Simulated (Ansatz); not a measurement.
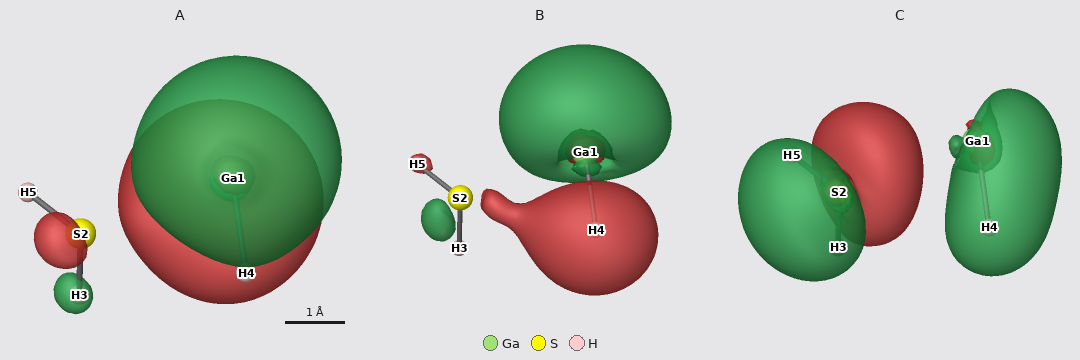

Figure. GaH···H₂S. Three frontier orbitals at ±0.08 Å⁻³ᐟ² (green and red are the two phases), in no order.

The product side of a reaction path; geometry: PBE0-D4/def2-TZVP.

Computed with Ansatz, RKS PBE0-D4/def2-TZVPP.

```yaml
atoms:
  - { symbol: Ga, position_ang: [-1.1344, -0.4316, 1.5297] }
  - { symbol: S, position_ang: [0.3171, 0.7698, -0.5876] }
  - { symbol: H, position_ang: [0.9437, -0.3368, -1.0141] }
  - { symbol: H, position_ang: [-1.5648, -1.3034, 0.1450] }
  - { symbol: H, position_ang: [1.4386, 1.3021, -0.0730] }
```

Order the three orbitals by energy and name them.

C is the HOMO−1 (−8.13 eV). By Hirshfeld shares it lies mainly on S2 (about 65 %), Ga1 (about 20 %) and H4 (about 10 %). B is the HOMO (−5.49 eV). Its weight (Hirshfeld) is mainly on Ga1 (about 70 %) and H4 (about 25 %). A is the LUMO (−1.34 eV). It lies mainly on Ga1 (about 90 %).

What is the HOMO–LUMO gap?

4.15 eV between the orbital energies.
